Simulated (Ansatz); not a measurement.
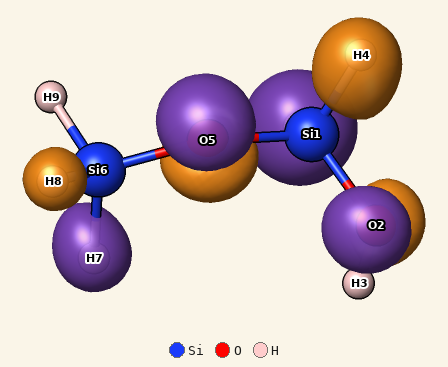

H6O2Si2. The HOMO at ±0.15 Å⁻³ᐟ² (orange and purple are the two phases), seen across its widest extent.

Computed with RKS B3LYP/cc-pVDZ in Ansatz.

The calculation's input:

```
crystal:
  periodic: [false, false, false]
  atoms:
    - { symbol: Si, position_ang: [0.0, 0.0, 0.0] }
    - { symbol: O, position_ang: [0.0, 0.0, 1.68] }
    - { symbol: H, position_ang: [-0.9095, -0.2814, 2.0171] }
    - { symbol: H, position_ang: [1.3768, 0.0, -0.4862] }
    - { symbol: O, position_ang: [-0.7913, 1.3709, -0.5594] }
    - { symbol: Si, position_ang: [-2.4002, 1.4263, -1.0396] }
    - { symbol: H, position_ang: [-3.2124, 0.6421, -0.1138] }
    - { symbol: H, position_ang: [-2.862, 2.8114, -1.0378] }
    - { symbol: H, position_ang: [-2.5267, 0.8736, -2.385] }
    - { symbol: H, position_ang: [-0.6877, -1.1914, -0.4862] }
basis:
  gaussian: { orbitals: cc-pVDZ }
hamiltonian:
  xc: b3lyp
relax:
  f_tol: 0.02
  max_steps: 40
output:
  orbitals: {}
```

Launched as:

```sh
ansatz run input.yaml --threads 1 --pin off --max-ram 2048MiB --backend cpu --events-out ev --progress --plain --runs-dir out
```

The fields are those of the run's last geometry, not of the input's.

> Where does this orbital lie, and at what energy?

It lies mainly on O5 (about 30 %), O2 (about 15 %), H10 (about 15 %), Si1 (about 15 %), Si6 (about 5 %) and H4 (about 5 %). Its energy is −8.26 eV.
